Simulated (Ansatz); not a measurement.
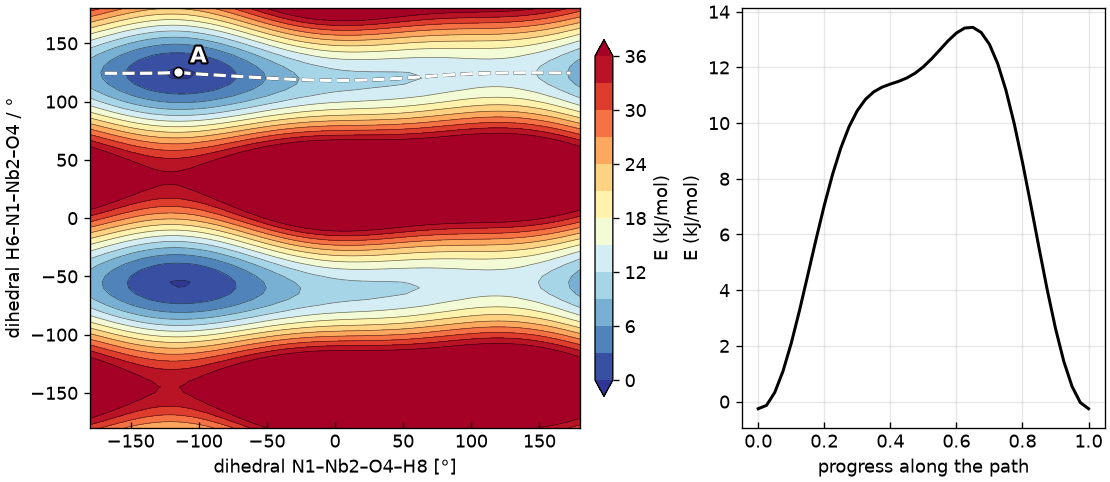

FH₃NNbO₂, SMILES [NH2][Nb](=[O])([OH])[F]. First axis: dihedral N1–Nb2–O4–H8. Second axis: dihedral H6–N1–Nb2–O4. Nothing is relaxed (all other coordinates rigid). The grid has 18 × 18 points. All energies are given in kJ/mol relative to the lowest grid point. Theory: RHF/def2-SVP (Ansatz 0.2.0).

In the figure: filled contours, a line along the lowest path, one colour for all values above the top of the scale, the energy along the path at the right, the start A. Between grid points the surface is interpolated.

Q: Describe the path and its barrier.

A: The easiest path leads from the well at about dihedral N1–Nb2–O4–H8 = −115°, dihedral H6–N1–Nb2–O4 = 125° to its copy one period on. Its highest point lies about 14 kJ/mol above the bottom of the first well on the interpolated surface, at about dihedral N1–Nb2–O4–H8 = 120°, dihedral H6–N1–Nb2–O4 = 125°. The start is the relaxed structure and all else is held, so a fully relaxed path at this level can only be lower.
